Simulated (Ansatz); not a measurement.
Partial pair distribution functions of a relaxed model of amorphous Ti$_{20}$O$_{41}$Cu$_{2}$, broadened by 0.06 Å; density 3.74 g/cm³. Level of theory: PBE, scalar-relativistic without spin-orbit coupling (plane waves to 420 eV, PAW; Ansatz, a program for electronic structure).

A CHGNet melt-quench gave the starting glass, which DFT then relaxed. O atoms were pushed apart under 1.9 Å during the dynamics, to hinder bonds among them. The hot cell started wider than the set density and was brought back towards it in steps. It is the lowest in DFT energy of 2 quenches. It is a model cell: composition and starting density were chosen by hand, and all elements were melted together. No dispersion term was used. Its density started from a set value of 3.74 and ended at 3.74 g/cm³. Cooling (nominally 300 K/ps over its main leg) ran many orders faster than in experiment, which tends to leave more defects and strain. Values belong to this one cell and scatter from quench to quench. The volume was held where the preparation left it and the shape relaxed, at a PBE pressure of 0.4 GPa. On a 2×2×2 Γ-centred mesh force components of up to 0.12 eV/Å stay, since the relaxation ran on the zone centre alone.

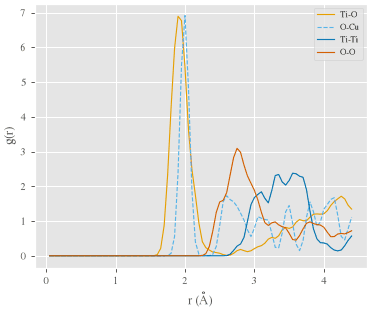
*Partial pair distribution functions*

Highest peaks under 4.5 Å: Ti-O near 1.90 Å, O-Cu near 2.00 Å, Ti-Ti near 3.55 Å, O-O near 2.75 Å; pairs of few atoms are noisy.

Within 2.54 Å each Ti has 5.40 O neighbours on average.
